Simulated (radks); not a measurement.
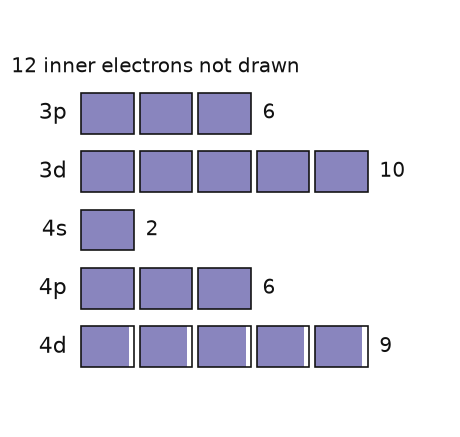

**Figure 1.** The outer shells as the input fills them: a box for each of the 2l + 1 orbitals, shaded by the share of the shell that is filled, with the electron count at the right.

# Atomic calculation for Pd⁺

Pd⁺ (Z = 46, 45 electrons) in the configuration [Kr] 4d9 (high spin). Computed at this level: scalar-relativistic Kohn-Sham, PBE, spin-polarised, spherical densities, point nucleus (the in-house radial solver radks).

The input:
```
Z 46
configuration [Kr] 4d9
relativity scalar-relativistic
functional pbe,pbe
spin polarised
nucleus point
c 137.035999084
mesh_step 0.003
max_iterations 52
```

Energies in input and log are in hartree, lengths in bohr.

Launched within a batch (the task file carries these settings):
```bash
python <driver script> task.json out
```

The program's output:
```
1s      1   1.0000        -888.51390459
2s      1   1.0000        -130.08235989
2p      1   3.0000        -116.66569136
3s      1   1.0000         -23.79472152
3p      1   3.0000         -19.38521477
3d      1   5.0000         -12.38325414
4s      1   1.0000          -3.56464774
4p      1   3.0000          -2.30775369
4d      1   5.0000          -0.54871026
1s      2   1.0000        -888.51394847
2s      2   1.0000        -130.07641124
2p      2   3.0000        -116.66119870
3s      2   1.0000         -23.79179147
3p      2   3.0000         -19.38184960
3d      2   5.0000         -12.37792331
4s      2   1.0000          -3.53997934
4p      2   3.0000          -2.28204111
4d      2   4.0000          -0.52421901
Etot -5045.562578995974
Ekin 5233.588212616929
Encl -12174.240868606179
Eh 2038.6686717173216
Exc -143.5785947240454
err 7.122690621183483e-09
it 14
```

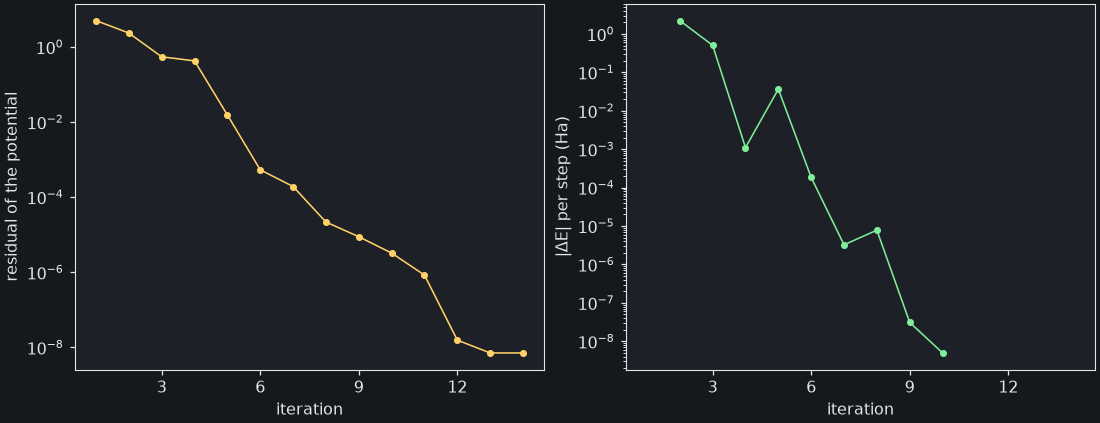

**Figure 2.** Convergence: residual of the potential and change of the energy from step to step (the smallest changes aren't drawn) against the iteration. The residual falls almost steadily, with no more than small rises or pauses. It goes from 5.0 to 7.1×10⁻⁹ in 14 steps.

Outcome:

- outcome: converged
- total energy: −5045.5626 hartree
- kinetic energy: 5233.5882 hartree
- electron–nucleus energy: −12174.2409 hartree
- Hartree energy: 2038.6687 hartree
- exchange–correlation energy: −143.578595 hartree
- radius at density 0.001 e/bohr³: 3.67 bohr
- SCF iterations: 14
- hardware: 1 thread of Arm Neoverse N1, 69 GiB of memory available, shared host
- wall time: 0.65 s

What is odd here:

A numerical setting was moved from its usual value: mesh step h = 0.003. The program ran to the end, and its total energy equals that of the same run with the usual input (−5045.56258 hartree) within 10⁻⁵ hartree, so the oddity leaves no trace in it.
